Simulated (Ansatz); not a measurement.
# Phonons of TiAl3 (I4/mmm) against volume, part 2 of 2

Aim: how do the optical modes of TiAl3 (I4/mmm) move with volume?

Ansatz 0.2.0; DFT LDA, scalar-relativistic, plane waves, PAW; PAW set soft_1.

So far. Step 3 (Tight relaxation): The forces vanish by symmetry and the pressure is 0.000 GPa, within the tolerances set. The cell now holds 15.14 Å³/atom.

## (4) Zone-centre response at rest

Phonons follow from the second derivative of the energy, found here by linear response.

The modes at rest are the reference of the series.

input.yaml reads:

```yaml
crystal:
  lattice:
    - [-1.8890607568, 1.8890607568, 4.2426347986]
    - [1.8890607568, -1.8890607568, 4.2426347986]
    - [1.8890607568, 1.8890607568, -4.2426347986]
  atoms:
    - { symbol: Al, position: [0.5, 0.5, 0.0] }
    - { symbol: Al, position: [0.75, 0.25, 0.5] }
    - { symbol: Al, position: [0.25, 0.75, 0.5] }
    - { symbol: Ti, position: [0.0, 0.0, 0.0] }
kpoints:
  mp_grid: { grid: [16, 16, 16] }
hamiltonian:
  xc: lda
  pseudopotentials: { kind: paw, azcp: { folder: soft_1 }, xc_functional: pbe }
scf:
  occupations: { method: methfessel_paxton, width: 0.2 }
output:
  eigenvalues: true
phonons:
  method: dfpt
```

On the command line:

```sh
ansatz run input.yaml --threads 4 --pin off --max-ram 16384MiB --backend cpu --events-out ev --progress --plain --runs-dir out
```

Numbers of over 12 decimals in the logs are rounded to 6 here.

Log:

```text
zone centre: on kpoints.mp_grid the ground state, and the responses unless they are solved on pairs of k-points, stand on 621 of the mesh's 4096 k-points, reduced under 4 symmetry operations, with k and −k counted as one. Each operation leaves every solved displacement unchanged or reverses it
[...]
Crystal: 4 atoms, lattice volume = 60.560 Å³
Basis set: ecut = 420 eV, 1195 PW (Γ), exchange–correlation on 72×72×72 points (8 copies of the dense FFT grid, shifted against one another)
Bands: 15, of which v1, the nominal top of the filled ones, is band 11 counted from 1 (10 counted from 0)
Symmetry: 16 space group operations
k-points: 621 of 4096 (irreducible under 4 space group operations, time reversal used)
[...]
SCF iter   1: F=—  HF=-3990.993524 eV  |F-HF|=—  |Δ(HF+E_count)|=         —  Δρ=2.89e-2  dr2=6.40e-1  ethr=3.10e-3  ⟨swp⟩=5.1  Hψ=47612  notcnv=0
[...]
SCF iter   9: F=-3990.611633 eV  HF=-3990.611633 eV  |F-HF|=1.82e-12  |Δ(HF+E_count)|=  4.46e-11  S|Δr|=    0.00e0  Δρ=1.02e-7  dr2=4.85e-12  ethr=1.00e-12  ⟨swp⟩=3.5  Hψ=38316  notcnv=0
the search or the solves at the SCF's close seem to have found levels that the self-consistency loop had missed (the run counts 2). By its estimate they hold under 1e-12 electrons; where the run keeps them, the occupations were computed again with them
SCF 1 converged in 9 iterations: F = -3990.611633 eV  dr2 = 4.85e-12
[...]
DFPT response loops at Γ: preconditioner auto → Kerker (q_TF=auto, 2.287 Å⁻¹) (partly filled bands, converged f_vac=0.000); β = 1.00, the filter's whole step (`scf.mixing.beta` (0.50) is not read by the response loops under this deck's `scf.mixing.preconditioner`; to damp them name `kerker` or `kerker_dos`, under which they read `scf.mixing.beta`, and type it under 1.00, their step now; both keys bind the ground state too); Broyden in place of MSR1
SCF converged after 9 iterations
[...]
Free energy (F): -3990.611633 eV
[...]
Internal energy: -3990.612685 eV  (E = F + TS)
E sigma→0 (E₀):  -3990.611896 eV
Entropy (-TS):   0.001052 eV (0.263 meV/atom)
Fermi energy:    9.793556 eV
Step filling:    the computed levels leave a gap of 0.0000 eV = 0.0 smearing widths at the electron count; against every level under it full and every level over it empty, smearing changes F+E_penalty+E_count by +0.323 meV and its σ→0 estimate by +0.060 meV
[...]
--- Band table (eV; the first three rows and the last of 621) ---
  k-point 0: bands = [... 7 lower, 8.3237, 8.5523, 8.5523, 10.6600, 11.6580, 11.6580, 12.1065, 12.4149]
  k-point 1: bands = [... 7 lower, 8.2420, 8.2981, 8.5635, 10.2801, 11.7428, 11.7764, 11.9570, 12.6470]
  k-point 2: bands = [... 7 lower, 7.7257, 8.0395, 8.5817, 9.5051, 11.7754, 11.9251, 11.9315, 12.9773]
  k-point 620: bands = [... 7 lower, 8.9363, 8.9363, 9.5521, 10.5058, 10.5058, 10.7850, 12.9466, 14.7680]
--- Phonons (Γ-DFPT): 6 representative perturbations + reference, on 621 of 4096 k-points (Σ response iterations 18) ---
  k mesh reduced under 4 symmetry operations, with k and −k counted as one. Each operation leaves every solved displacement unchanged or reverses it
  ASR residual: 5.231e-5 → 0.000e0 eV/Å²; symmetrization residual: 3.829e-6 eV/Å²
  ASR residual per site (eV/Å²): 1.98e-5 1.01e-5 1.01e-5 5.23e-5
  Γ frequencies (cm⁻¹): 0.00 0.00 0.00 205.85 229.71 229.71 260.83 332.60 348.01 348.01 355.64 355.64
  non-analytic LO–TO correction: not included (Born effective charges unavailable; polar crystals: no LO–TO splitting at Γ)
```

Wall time 57 s (4 threads of Intel Xeon 6975P-C (Granite Rapids), shared host); peak memory 2.2 GiB; 3.5 min of CPU time.

In the SCF lines HF is the Harris–Foulkes energy and dr2 the Hartree energy of the density residual, in eV; the loop may stop once dr2 is under the threshold and the program's other checks hold. Hψ counts applications of the Hamiltonian.

This step gave:

```
sum-rule residual before enforcement                    : 5.23e-5 eV/Å²
point group                                             : 4/mmm
highest optical mode at the zone centre (no LO-TO term) : 355.6 cm⁻¹
lowest optical zone-centre mode                         : 205.8 cm⁻¹
```

Patterns of degenerate modes are one choice out of their space. The modes at Γ (shares of kinetic energy by element, %):

```tsv
mode	frequency (cm⁻¹)	symmetry	Al %	Ti %
1	0.0	acoustic	63	37
2	0.0	acoustic	63	37
3	0.0	acoustic	63	37
4	205.8	A2u	65	35
5	229.7	Eu	73	27
6	229.7	Eu	73	27
7	260.8	B1g	100	0
8	332.6	A2u	73	27
9	348.0	Eg	100	0
10	348.0	Eg	100	0
11	355.6	Eu	64	36
12	355.6	Eu	64	36
```

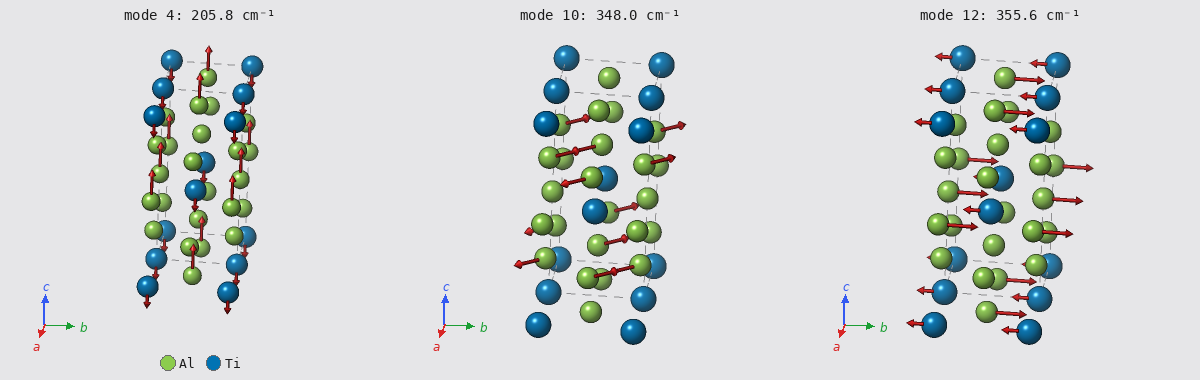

Displacement patterns of modes 4, 10 and 12 at Γ; arrows are exaggerated. 2×1×1 conventional cells are drawn. Some periodic images of atoms are drawn too.

Before it was imposed, the acoustic sum rule was missed by 5.2e-5 eV/Å². Small misses are needed for a sound result but don't prove that mesh and cutoff are converged. The lowest optical mode is real, 206 cm⁻¹.

## (5) Relaxation of a member: 1.06 times the volume at rest

The cell is set to 1.06 times the volume at rest, and shape and atoms relax at that volume.

input.yaml, the sections that differ from step 4:

```yaml
crystal:
  lattice:
    - [-1.9252778433, 1.9252778433, 4.3295877041]
    - [1.9252778433, -1.9252778433, 4.3295877041]
    - [1.9252778433, 1.9252778433, -4.3295877041]
  atoms:
    - { symbol: Al, position: [0.5, 0.5, 0.0] }
    - { symbol: Al, position: [0.75, 0.25, 0.5] }
    - { symbol: Al, position: [0.25, 0.75, 0.5] }
    - { symbol: Ti, position: [0.0, 0.0, 0.0] }
output:
  forces: true
  stress: true
  eigenvalues: true
relax:
  adjacent_minimum: "off"
  f_tol: 0.001
  max_steps: 60
  cell: { stress_tol: 0.01, fix: [volume] }
# kpoints, hamiltonian, scf: as in step 4
# phonons: removed
```

Log:

```text
[...]
Crystal: 4 atoms, lattice volume = 64.194 Å³
Basis set: ecut = 420 eV, 1299 PW (Γ)
Bands: 15, of which v1, the nominal top of the filled ones, is band 11 counted from 1 (10 counted from 0)
Symmetry: 16 space group operations
[...]
k-points: 349 of 4096
[...]
--- Relaxed structure (3 steps of the walk, 3 accepted, 1 SCFs on fresh bases) ---
[...]
cell:  # Å, volume = 64.1938 Å³
    - [-1.924828, 1.924828, 4.331613]
    - [1.924828, -1.924828, 4.331613]
    - [1.924828, 1.924828, -4.331613]
  atoms:
    - { symbol: Al, position: [0.500000, 0.500000, 0] }
    - { symbol: Al, position: [0.750000, 0.250000, 0.500000] }
    - { symbol: Al, position: [0.250000, 0.750000, 0.500000] }
    - { symbol: Ti, position: [0, 0, 0] }
[key lines of the parts left out:]
SCF converged after 4 iterations
Free energy (F): -3990.539676 eV
Fermi energy:    9.126068 eV
P = ⅓ Tr σ = -6.0385 GPa (-60.385 kbar)
```

Elapsed: 10 s, on 4 threads; peak memory 0.8 GiB; 38 s of CPU time.

Little changed from the start: no atom moved by 0.005 Å and no cell edge by 0.1 %.

This step gave:

| Quantity | Value |
| --- | --- |
| pressure | -6.039 GPa |
| volume per atom | 16.05 Å³ |

The forces vanish by symmetry, at a pressure of -6.04 GPa.

## (6) Modes of this member: 1.06 times the volume at rest

The zone-centre modes follow for 1.06 times the volume at rest.

input.yaml, the sections that differ from step 5:

```yaml
crystal:
  lattice:
    - [-1.9248276953, 1.9248276953, 4.3316130106]
    - [1.9248276953, -1.9248276953, 4.3316130106]
    - [1.9248276953, 1.9248276953, -4.3316130106]
  atoms:
    - { symbol: Al, position: [0.5, 0.5, 0.0] }
    - { symbol: Al, position: [0.75, 0.25, 0.5] }
    - { symbol: Al, position: [0.25, 0.75, 0.5] }
    - { symbol: Ti, position: [0.0, 0.0, 0.0] }
output:
  eigenvalues: true
phonons:
  method: dfpt
# kpoints, hamiltonian, scf: as in step 5
# relax: removed
```

Log:

```text
[...]
Crystal: 4 atoms, lattice volume = 64.194 Å³
Basis set: ecut = 420 eV, 1299 PW (Γ), exchange–correlation on 72×72×72 points (8 copies of the dense FFT grid, shifted against one another)
Bands: 15, of which v1, the nominal top of the filled ones, is band 11 counted from 1 (10 counted from 0)
Symmetry: 16 space group operations
k-points: 621 of 4096 (irreducible under 4 space group operations, time reversal used)
[...]
SCF iter   1: F=—  HF=-3990.888581 eV  |F-HF|=—  |Δ(HF+E_count)|=         —  Δρ=2.77e-2  dr2=6.25e-1  ethr=3.10e-3  ⟨swp⟩=5.1  Hψ=47239  notcnv=0
[...]
SCF iter   9: F=-3990.539676 eV  HF=-3990.539676 eV  |F-HF|=2.73e-12  |Δ(HF+E_count)|=  3.46e-11  S|Δr|=    0.00e0  Δρ=8.95e-8  dr2=4.67e-12  ethr=1.00e-12  ⟨swp⟩=5.1  Hψ=34759  notcnv=0
SCF 1 converged in 9 iterations: F = -3990.539676 eV  dr2 = 4.67e-12
[...]
SCF converged after 9 iterations
[...]
Free energy (F): -3990.539676 eV
[...]
Internal energy: -3990.541012 eV  (E = F + TS)
E sigma→0 (E₀):  -3990.540010 eV
Entropy (-TS):   0.001336 eV (0.334 meV/atom)
Fermi energy:    9.126069 eV
[...]
--- Band table (eV; the first three rows and the last of 621) ---
  k-point 0: bands = [... 7 lower, 7.7759, 7.9517, 7.9517, 9.9448, 10.8804, 10.8804, 11.3746, 11.4332]
  k-point 1: bands = [... 7 lower, 7.6869, 7.6902, 7.9470, 9.5798, 10.9599, 10.9838, 11.2511, 11.6210]
  k-point 2: bands = [... 7 lower, 7.1057, 7.4784, 7.9340, 8.8352, 11.0382, 11.1195, 11.1264, 11.9808]
  k-point 620: bands = [... 7 lower, 8.2644, 8.2644, 8.9103, 9.8143, 9.8143, 10.0536, 12.1720, 13.5958]
[...]
ASR residual: 5.847e-5 → 0.000e0 eV/Å²; symmetrization residual: 3.544e-6 eV/Å²
  ASR residual per site (eV/Å²): 1.12e-5 9.44e-6 9.44e-6 5.85e-5
[...]
```

The job ended after 53 s (4 threads; peak memory 2.3 GiB; 3.4 min of CPU time).

Numbers from this step:

```yaml
sum_rule_residual_before_enforcement: 5.85e-5 eV/Å²
highest_optical_mode_at_the_zone_centre_no_lo_to_term: 325.9 cm⁻¹
lowest_optical_zone_centre_mode: 186.4 cm⁻¹
```

Patterns of degenerate modes are one choice out of their space. Modes at Γ, with each element's share of the kinetic energy:

```tsv
mode	frequency (cm⁻¹)	symmetry	Al %	Ti %
1	0.0	acoustic	63	37
2	0.0	acoustic	63	37
3	0.0	acoustic	63	37
4	186.4	A2u	65	35
5	206.7	Eu	73	27
6	206.7	Eu	73	27
7	236.8	B1g	100	0
8	296.3	A2u	72	28
9	315.3	Eg	100	0
10	315.3	Eg	100	0
11	325.9	Eu	64	36
12	325.9	Eu	64	36
```

The lowest optical mode is real, 186 cm⁻¹, and the highest lies at 325.9 cm⁻¹.

Between step 4 and this run (volume ratio 1.06) the value for the highest optical mode at the zone centre (no LO-TO term) moves from 356 cm⁻¹ to 326 cm⁻¹ (-8 %).

## (7) Relaxation of a member: 0.9 times the volume at rest

The cell is set to 0.9 times the volume at rest, and shape and atoms relax at that volume.

input.yaml, the sections that differ from step 6:

```yaml
crystal:
  lattice:
    - [-1.825172146, 1.825172146, 4.0903676661]
    - [1.825172146, -1.825172146, 4.0903676661]
    - [1.825172146, 1.825172146, -4.0903676661]
  atoms:
    - { symbol: Al, position: [0.5, 0.5, 0.0] }
    - { symbol: Al, position: [0.75, 0.25, 0.5] }
    - { symbol: Al, position: [0.25, 0.75, 0.5] }
    - { symbol: Ti, position: [0.0, 0.0, 0.0] }
output:
  forces: true
  stress: true
  eigenvalues: true
relax:
  adjacent_minimum: "off"
  f_tol: 0.001
  max_steps: 60
  cell: { stress_tol: 0.01, fix: [volume] }
# kpoints, hamiltonian, scf: as in step 6
# phonons: removed
```

Log:

```text
[...]
Crystal: 4 atoms, lattice volume = 54.504 Å³
Basis set: ecut = 420 eV, 1073 PW (Γ)
Bands: 15, of which v1, the nominal top of the filled ones, is band 11 counted from 1 (10 counted from 0)
Symmetry: 16 space group operations
[...]
k-points: 349 of 4096
[...]
--- Relaxed structure (3 steps of the walk, 3 accepted, 1 SCFs on fresh bases) ---
[...]
cell:  # Å, volume = 54.5042 Å³
    - [-1.825438, 1.825438, 4.089175]
    - [1.825438, -1.825438, 4.089175]
    - [1.825438, 1.825438, -4.089175]
  atoms:
    - { symbol: Al, position: [0.500000, 0.500000, 0] }
    - { symbol: Al, position: [0.750000, 0.25, 0.500000] }
    - { symbol: Al, position: [0.25, 0.750000, 0.500000] }
    - { symbol: Ti, position: [0, 0, 0] }
[key lines of the parts left out:]
SCF converged after 3 iterations
Free energy (F): -3990.348229 eV
Fermi energy:    11.076181 eV
P = ⅓ Tr σ = 15.2213 GPa (152.213 kbar)
```

Elapsed: 8.6 s, on 4 threads; peak memory 0.74 GiB.

Little changed from the start: no atom moved by 0.005 Å and no cell edge by 0.1 %.

This step gave:

- pressure: 15.22 GPa
- volume per atom: 13.63 Å³

The forces vanish by symmetry, at a pressure of 15.22 GPa.

## (8) Modes of this member: 0.9 times the volume at rest

The zone-centre modes follow for 0.9 times the volume at rest.

input.yaml, the sections that differ from step 7:

```yaml
crystal:
  lattice:
    - [-1.825438332, 1.825438332, 4.0891748356]
    - [1.825438332, -1.825438332, 4.0891748356]
    - [1.825438332, 1.825438332, -4.0891748356]
  atoms:
    - { symbol: Al, position: [0.5, 0.5, 0.0] }
    - { symbol: Al, position: [0.75, 0.25, 0.5] }
    - { symbol: Al, position: [0.25, 0.75, 0.5] }
    - { symbol: Ti, position: [0.0, 0.0, 0.0] }
output:
  eigenvalues: true
phonons:
  method: dfpt
# kpoints, hamiltonian, scf: as in step 7
# relax: removed
```

Log:

```text
[...]
Crystal: 4 atoms, lattice volume = 54.504 Å³
Basis set: ecut = 420 eV, 1073 PW (Γ), exchange–correlation on 72×72×72 points (8 copies of the dense FFT grid, shifted against one another)
Bands: 15, of which v1, the nominal top of the filled ones, is band 11 counted from 1 (10 counted from 0)
Symmetry: 16 space group operations
k-points: 621 of 4096 (irreducible under 4 space group operations, time reversal used)
[...]
k-point 1: bands = [... 7 lower, 9.3018, 9.4771, 9.7675, 11.6271, 13.2734, 13.3093, 13.3184, 14.6243]
  k-point 2: bands = [... 7 lower, 8.9163, 9.1240, 9.8559, 10.8005, 13.1798, 13.4798, 13.5030, 14.8992]
  k-point 620: bands = [... 7 lower, 10.2632, 10.2632, 10.7766, 11.8242, 11.8242, 12.1861, 14.4241, 17.0383]
[...]
ASR residual: 3.811e-5 → 0.000e0 eV/Å²; symmetrization residual: 2.835e-6 eV/Å²
  ASR residual per site (eV/Å²): 2.31e-5 1.30e-5 1.30e-5 3.81e-5
[...]
[key lines of the parts left out:]
SCF converged after 9 iterations
Free energy (F): -3990.348229 eV
Fermi energy:    11.076181 eV
```

Run time: 55 s. Hardware: 4 threads; peak memory 2 GiB.

Numbers from this step:

* sum-rule residual before enforcement: 3.81e-5 eV/Å²
* highest optical mode at the zone centre (no LO-TO term): 411.5 cm⁻¹
* lowest optical zone-centre mode: 241.7 cm⁻¹

Patterns of degenerate modes are one choice out of their space. The modes at Γ (shares of kinetic energy by element, %):

```tsv
mode	frequency (cm⁻¹)	symmetry	Al %	Ti %
1	0.0	acoustic	63	37
2	0.0	acoustic	63	37
3	0.0	acoustic	63	37
4	241.7	A2u	63	37
5	272.0	Eu	73	27
6	272.0	Eu	73	27
7	305.0	B1g	100	0
8	400.9	A2u	74	26
9	409.9	Eg	100	0
10	409.9	Eg	100	0
11	411.5	Eu	64	36
12	411.5	Eu	64	36
```

The lowest optical mode is real, 242 cm⁻¹, and the highest lies at 411.5 cm⁻¹.

For the highest optical mode at the zone centre (no LO-TO term), step 4 gave 356 cm⁻¹; this run, with volume ratio 0.9, gives 411 cm⁻¹ (+16 %).

## (9) All members side by side

The members are set side by side, also those not shown above.

Each row is one cell with its response, relaxed at fixed volume as far as symmetry leaves anything free; energies are extrapolated to zero smearing, and E0 is that at rest; shape and atoms are relaxed in each cell where symmetry leaves them free; all runs use 16×16×16 k points and Methfessel-Paxton smearing of 0.2 eV. State of the crystal along the series:

```tsv
volume ratio	V (Å³/atom)	pressure (GPa)	E - E0 (meV/atom)	first cell vector (Å)	third cell vector (Å)
0.9	13.63	15.22	65.88	4.836	4.836
0.92	13.93	11.53	40.65	4.872	4.872
0.94	14.23	8.193	22.07	4.908	4.908
0.96	14.53	5.181	9.472	4.944	4.944
0.98	14.84	2.459	2.29	4.979	4.979
0.99	14.99	1.199	0.5641	4.996	4.996
1	15.14	4.66e-4	0	5.014	5.014
1.02	15.44	-2.221	2.128	5.048	5.048
1.04	15.75	-4.227	8.247	5.082	5.082
1.06	16.05	-6.038	17.97	5.116	5.116
```

Each mode is tracked from rest by its pattern, and modes that stay within 0.3 cm⁻¹ of each other stand once; shape and atoms are relaxed in each cell where symmetry leaves them free; all runs use 16×16×16 k points and Methfessel-Paxton smearing of 0.2 eV. Optical modes along the series:

```tsv
V (Å³/atom)	mode 4 A2u (cm⁻¹)	mode 5 Eu (cm⁻¹)	mode 7 B1g (cm⁻¹)	mode 8 A2u (cm⁻¹)	mode 9 Eg (cm⁻¹)	mode 11 Eu (cm⁻¹)
13.63	241.7	272	305	400.9	409.9	411.5
13.93	234.2	263.1	295.7	386.3	396.7	399.6
14.23	226.8	254.5	286.7	372.3	383.9	388.1
14.53	219.6	246	277.8	358.6	371.6	377
14.84	212.7	237.8	269.2	345.4	359.6	366.1
14.99	209.2	233.7	265	339	353.8	360.9
15.14	205.8	229.7	260.8	332.6	348	355.6
15.44	199.2	221.8	252.6	320.2	336.8	345.4
15.75	192.7	214.2	244.6	308.1	325.9	335.5
16.05	186.4	206.7	236.8	296.3	315.3	325.9
```

From cubic fits (parabolas where under five rows exist) of ln ω and P against ln V through the rows within about 4 % of rest: γ = −d ln ω / d ln V and dω/dP = γ ω / B. Slopes at rest:

```tsv
mode	fitted frequency at rest (cm⁻¹)	Grüneisen parameter γ	dω/dP (cm⁻¹/GPa)
mode 4 A2u	205.9	1.63	2.88
mode 5 Eu	229.7	1.73	3.4
mode 7 B1g	260.8	1.59	3.55
mode 8 A2u	332.6	1.9	5.4
mode 9 Eg	348	1.64	4.88
mode 11 Eu	355.6	1.45	4.43
```

## (10) Results

```yaml
members: 10
highest_optical_mode_at_the_zone_centre_no_lo_to_term_at_rest: 355.6 cm⁻¹
bulk_modulus_at_rest: 117 GPa
mode_7_b1g_gamma: 1.59
mode_8_a2u_gamma: 1.90
mode_9_eg_gamma: 1.64
mode_11_eu_gamma: 1.45
```

The series spans -6.0 to 15.2 GPa, and the slope at rest gives a bulk modulus of 117 GPa. Among the modes in the table of slopes γ runs from 1.45 (mode 11 Eu) to 1.90 (mode 8 A2u). One k mesh and one cutoff serve the ground states and modes of all volumes. These are harmonic frequencies at zero temperature: anharmonic shifts, linewidths and thermal expansion are left out. With no gap, or one that is small against the smearing, the frequencies hang on the k mesh and the smearing, most of all near Kohn anomalies. The runs are without spin polarisation, although the cell has an odd electron count. The PAW files were made for PBE; the program adapts parts of them to the functional of the run, but their partial waves stay those of PBE, an approximation that was not tested in this session. Only the zone centre was solved, so an instability at another wavevector cannot show here.

[Logs are printed without paths, hosts, clocks, repeated set-up lines and the standing remarks that a program may print on its own settings, such as how far it seeks lower states.]

[Hosts, paths, dates, database ids (printed as entryN), source tags and the programs' standing remarks are cut or masked in the printed files.]
